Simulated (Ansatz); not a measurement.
**CCSD(T)/STO-3G run of NH3S (Thiohydroxylamine)**

What is the vertical ionisation energy of NH3S (Thiohydroxylamine) at CCSD(T)/STO-3G? 

The calculation is run with Ansatz 0.2.0.

57 further runs of the same task are left out: 2 that didn't finish, 55 set aside as unsound or not needed.

## 1. The structure to begin with

The species is NH3S (5 atoms), meant as a singlet with charge 0. As SMILES, `NS`. The shape is that of a GFN2-xTB optimisation. This is one conformer, not always the lowest.

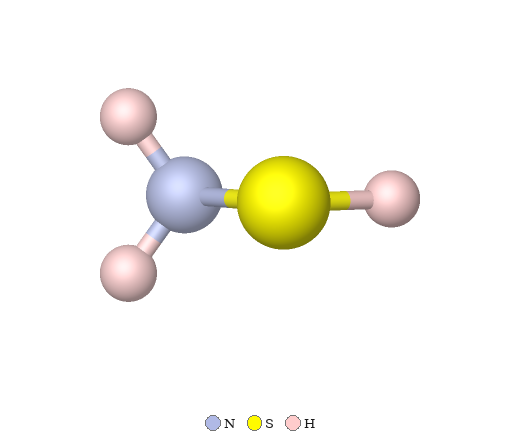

Viewed from a chosen angle; nitrogen light blue, sulfur yellow, hydrogen pink.

## 2. The energy at CCSD(T)/STO-3G

Input file run.yaml:

```yaml
crystal:
  periodic: [false, false, false]
  atoms:
    - {symbol: N, position_ang: [-0.162760, -0.507400, -0.231700]}
    - {symbol: S, position_ang: [0.168270, 0.954370, 0.610330]}
    - {symbol: H, position_ang: [0.015040, -1.300690, 0.375430]}
    - {symbol: H, position_ang: [-1.135990, -0.524720, -0.519210]}
    - {symbol: H, position_ang: [1.115440, 1.378440, -0.234860]}
basis:
  gaussian: {orbitals: STO-3G}
total_charge: 0
correlation: {method: ccsd_t, frozen_orbitals: {H: 0, "N": 1, S: 5}}
accuracy: high
scf: {omitted_lower_state_checks: [cluster_reference, increment]}
```

Run with:

```console
ansatz run run.yaml --threads 1 --pin off --max-ram 2610MiB --events-out events.jsonl --progress --plain --runs-dir runs
```

What it wrote (excerpt; [...] marks lines left out):

```text
Warning: RAYON_NUM_THREADS=1 ignored (pool sized by the plan → 1); use --threads N
Functional definition: HF
  name "HF"
[...]
289 factors; integrals over basis functions are off by at most 1.1e-8 eV
[...]
mean field -12207.54276496 eV, -448.6189220427 hartree, gradient 1.9e-8 eV, S^2 0.000000; 0 other end points of the search recorded, 0 dependent functions left out
6 core orbitals not correlated: weight in the atoms' cores, before any rotation towards them, 1.000 or more for the frozen orbitals, at most 0.000 for the correlated occupied ones
reference -12207.54276496 eV, -448.6189220427 hartree; 7, 7 occupied and 4, 4 virtual orbitals, 289 factors
second order -1.91200514 eV of doubles, -0.00000000 eV of singles
cycle   1  -2.36577271 eV  change   -4.5e-1 eV  update   5.2e-2
[...]
cycle  18  -2.59976723 eV  change  -5.3e-10 eV  update  4.1e-10
perturbative correction -0.01331425 eV, -0.0004892897 hartree
Total energy: -12210.15584644 eV, -448.7149510158 hartree
Checks for a lower state left out: cluster_reference, increment
```

Wall time 0.14 s (1 thread of Arm Neoverse V1, shared host).

## 3. The doublet cation, same level

run.yaml, as its differences from that of step 2:

```diff
@@ -9,6 +9,13 @@
 basis:
-  gaussian: {orbitals: STO-3G}
-total_charge: 0
-correlation: {method: ccsd_t, frozen_orbitals: {H: 0, "N": 1, S: 5}}
+  gaussian:
+    orbitals: STO-3G
+scf:
+  omitted_lower_state_checks: [cluster_reference, increment]
+correlation:
+  method: ccsd_t
+  frozen_orbitals: {H: 0, "N": 1, S: 5}
+total_charge: 1
 accuracy: high
-scf: {omitted_lower_state_checks: [cluster_reference, increment]}
+magnetization:
+  spin_polarized: true
+  initial_magnetization: 1
```

Run with:

```console
ansatz run run.yaml --threads 1 --pin off --max-ram 2610MiB --events-out events.jsonl --progress --plain --runs-dir runs
```

What it wrote (excerpt; [...] marks lines left out):

```text
Warning: RAYON_NUM_THREADS=1 ignored (pool sized by the plan → 1); use --threads N
[... 2 set-up lines as earlier in the session ...]
[...]
289 factors; integrals over basis functions are off by at most 1.1e-8 eV
[...]
mean field -12201.12772519 eV, -448.3831736793 hartree, gradient 1.8e-8 eV, S^2 0.761468; 3 other end points of the search recorded, 0 dependent functions left out
6 core orbitals not correlated: weight in the atoms' cores, before any rotation towards them, 1.000 or more for the frozen orbitals, at most 0.000 for the correlated occupied ones
reference -12201.12772519 eV, -448.3831736793 hartree; 7, 6 occupied and 4, 5 virtual orbitals, 289 factors
second order -1.89518371 eV of doubles, -0.00000000 eV of singles
cycle   1  -2.34709748 eV  change   -4.5e-1 eV  update   5.6e-2
[...]
cycle  29  -2.61616612 eV  change   -1.1e-9 eV  update   1.1e-9
perturbative correction -0.01826883 eV, -0.0006713670 hartree
Total energy: -12203.76216014 eV, -448.4799873780 hartree
Checks for a lower state left out: cluster_reference, increment
```

It took 0.22 s on 1 thread of Arm Neoverse V1, shared host.

## 4. Results

At CCSD(T)/STO-3G, 6 core orbitals frozen:

| quantity | value |
| --- | --- |
| singlet NH3S: total energy | -448.71495 Eh |
| singlet NH3S: correlation energy (6 core orbitals frozen) | -96.0 mEh |
| singlet NH3S: (T) correction | -0.49 mEh |
| singlet NH3S: T1 diagnostic | 0.006 |
| doublet cation: total energy | -448.47999 Eh |
| doublet cation: correlation energy (6 core orbitals frozen) | -96.8 mEh |
| doublet cation: (T) correction | -0.67 mEh |
| doublet cation: ⟨S²⟩ of the reference determinant | 0.761 |
| doublet cation: T1 diagnostic | 0.012 |
| vertical ionisation energy (to the doublet cation) | 6.394 eV |

What this shows: Removing an electron at fixed nuclei costs 6.39 eV (147 kcal/mol). In a minimal basis such a difference can be off by several eV, whatever the method. The triples (singlet NH3S) make up 0.5 % of the correlation energy. The triples (doublet cation) make up 0.7 % of the correlation energy.
